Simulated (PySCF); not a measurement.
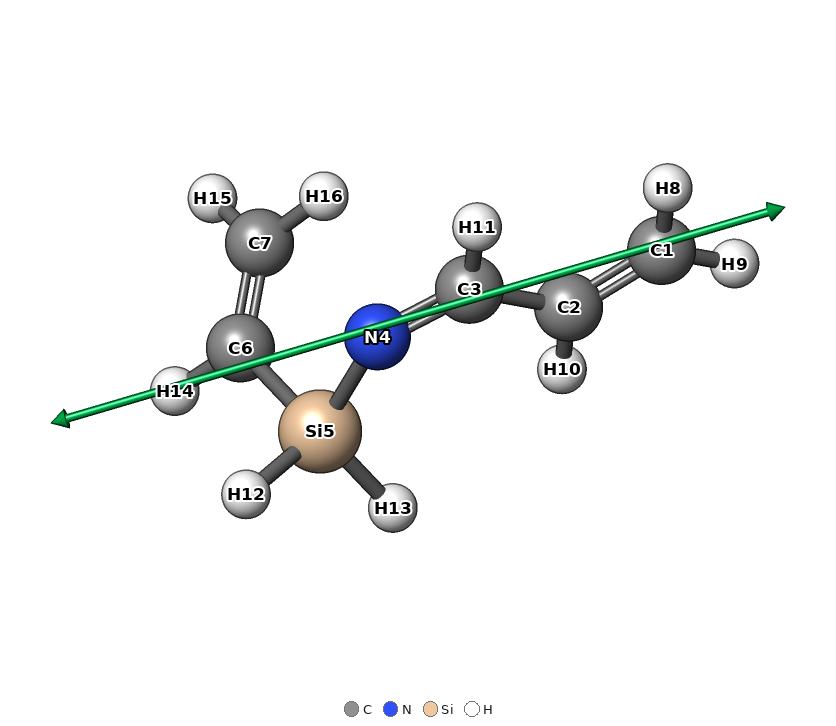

The double arrow shows the direction of the transition dipole to excited singlet state 2 (its length means nothing). The computed structure is the end point of a GFN2-xTB optimisation. No frequency run is at hand to confirm it as a minimum. Method: TDDFT ωB97X-D/def2-SVPD, vertical, gas phase, core orbitals frozen in the response (PySCF 2.14.0).

Question: How is the transition polarised?

Answer: Close to the long direction C1···C6.

Question: Where does the transition lie, and how strong is it?

Answer: 5.95 eV (208 nm), oscillator strength 0.59, mainly HOMO−1 → LUMO (weight 0.86); transition dipole 5.10 D.

The geometry is semi-empirical. Around Si such bond lengths and angles can be off by a tenth of an ångström or more and by several degrees, and values that hang on the shape move with them.
